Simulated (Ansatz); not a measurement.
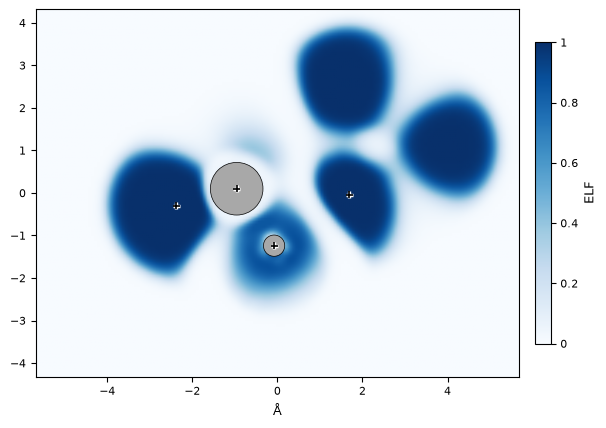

The ELF on a plane through atoms (crosses mark nuclei in the plane; grey discs cover the cores).

Computed with RHF/def2-SVP in Ansatz.

Candidates:
A. FH$_{3}$Si···SiH$_{4}$
B. AlF$_{2}$GeH$_{3}$O$_{2}$···HF

Q: Which system is this?

A: Candidate A: FH$_{3}$Si···SiH$_{4}$ on the plane of atoms H7, Si1 and F9, which holds Si, H and F. Si1···H10 (2.65 Å): the ELF dips to about 0.05 between them. Si–F (1.60 Å): the ELF peaks at about 0.85 in the valence shell of F, 0.7 Å from its nucleus, and is about 0.45 at the midpoint.
